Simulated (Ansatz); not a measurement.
```xyz
9

B     0.2013    0.4498    0.2624
O    -0.3493   -0.2560    1.8062
H    -1.2832   -0.4945    1.7053
F     1.3058   -0.2830   -0.0052
H    -0.7898    0.2293   -0.3958
P     0.4836    2.3297    0.8369
H     1.8115    2.5036    0.3714
H    -0.1393    2.9893   -0.2526
H    -0.3157    0.4502    2.4754
```

Theory: RKS PBE0/6-31G* (Ansatz 0.2.0).

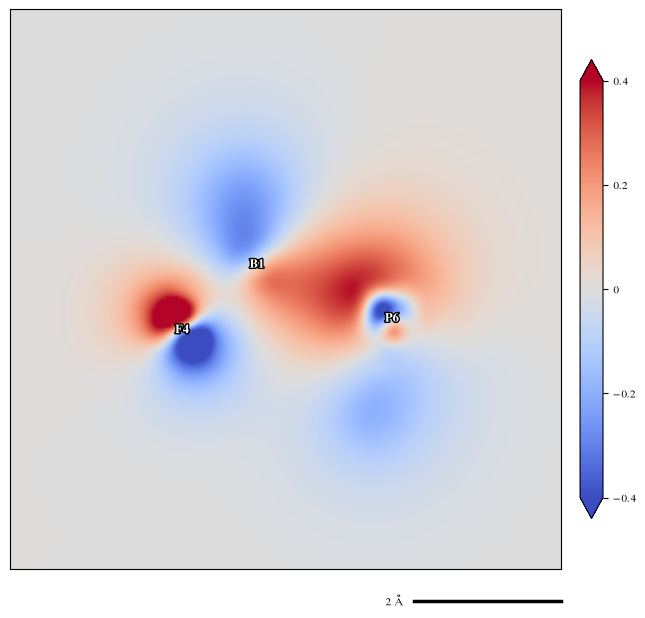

BFH3P···H2O. The HOMO−1 on the plane of atoms F4, B1 and P6 (values in Å⁻³ᐟ²; the overall sign is arbitrary).

Question: Where does this orbital lie, and at what energy?

Answer: By Hirshfeld shares it lies mainly on P6 (about 45 %), B1 (about 15 %), F4 (about 15 %), H5 (about 10 %) and H7 (about 10 %). Its energy is −8.43 eV.
